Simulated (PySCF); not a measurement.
C$_{2}$H$_{9}$FO$_{2}$Si$_{3}$ (SMILES O[SiH2]/C(F)=C\[SiH2]O[SiH3])

```yaml
atoms:
  - { symbol: O, position_ang: [0.7188, 0.9355, -1.6238] }
  - { symbol: Si, position_ang: [1.9495, 0.7552, -0.5940] }
  - { symbol: C, position_ang: [1.7973, -0.8359, 0.4389] }
  - { symbol: F, position_ang: [2.9882, -1.1750, 1.0235] }
  - { symbol: C, position_ang: [0.7674, -1.6420, 0.6804] }
  - { symbol: Si, position_ang: [-0.9891, -1.4834, 0.0478] }
  - { symbol: O, position_ang: [-1.4548, 0.0838, -0.0169] }
  - { symbol: Si, position_ang: [-2.0557, 1.4179, 0.6983] }
  - { symbol: H, position_ang: [-0.1781, 0.7793, -1.3248] }
  - { symbol: H, position_ang: [2.0444, 1.8614, 0.3650] }
  - { symbol: H, position_ang: [3.1095, 0.6300, -1.4656] }
  - { symbol: H, position_ang: [0.9646, -2.5095, 1.3027] }
  - { symbol: H, position_ang: [-1.1584, -1.9204, -1.3375] }
  - { symbol: H, position_ang: [-1.8866, -2.1696, 0.9780] }
  - { symbol: H, position_ang: [-3.0479, 1.0181, 1.6927] }
  - { symbol: H, position_ang: [-2.6468, 2.1519, -0.4171] }
  - { symbol: H, position_ang: [-0.9293, 2.1147, 1.3158] }
```

Geometry: GFN2-xTB.

These are results of PBE0/pcSseg-1, SCF density, gas phase, non-relativistic in PySCF 2.14.0, not measurements.

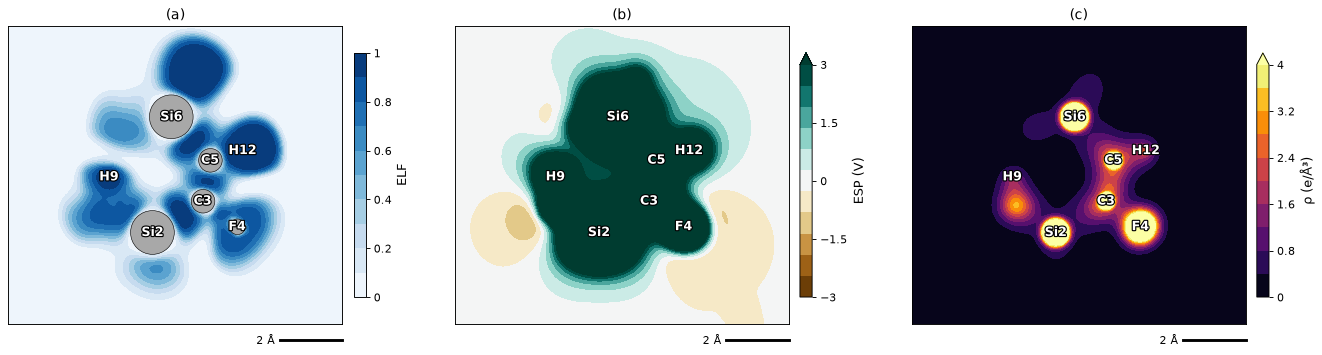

Figure 1. (a) ELF; (b) molecular electrostatic potential; (c) electron density on the plane of atoms C3, C5 and H12. Grey discs cover the atomic cores in the ELF map.

### Interpret the plot.

- The section cuts through Si, C, F and H sites.
- C–C (1.33 Å): ρ at the midpoint is about 2.3 e/Å³; the ELF peaks at about 0.95 between the atoms: a short, multiple covalent bond.
- C–F (1.37 Å): ρ at the midpoint is about 2.1 e/Å³, with its minimum of 1.6 e/Å³ about 0.5 Å from C; the ELF peaks at about 0.85 between the atoms; a shared but strongly polarised pair.
- C–Si (1.87 Å): ρ at the midpoint is about 0.95 e/Å³; the ELF peaks at about 0.95 between the atoms; a shared electron pair.
- C–H (1.09 Å): ρ is about 2 e/Å³ halfway; the ELF climbs to about 1 towards the hydrogen, as it does in any bond to H; a covalent bond by its length.
- The ELF also peaks beside F4 and O1, away from the bonds: lone-pair regions.
- Outside the dense part of the molecule the potential is most negative (−1.3 V) near O1, which lies off the plane.

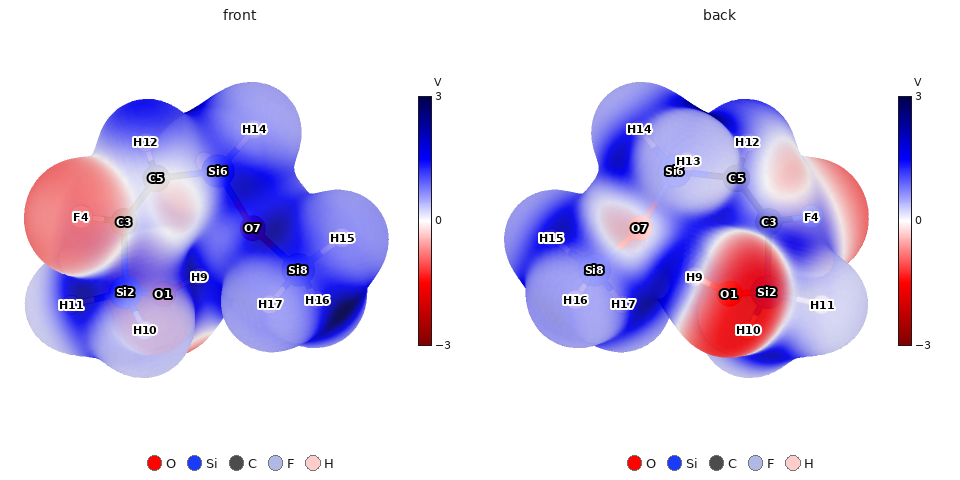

Figure 2. The electrostatic potential painted on the density surface at 0.004 e/bohr³, seen from the front and from behind; red is negative and blue positive.

### Describe the electrostatic potential map.

The most negative region (about −1.6 V, or −37 kcal/mol for a unit charge) lies over O1, the most positive (about +2.8 V, or +65 kcal/mol for a unit charge) over Si6 and Si8. O1 is the likeliest acceptor of a hydrogen bond.
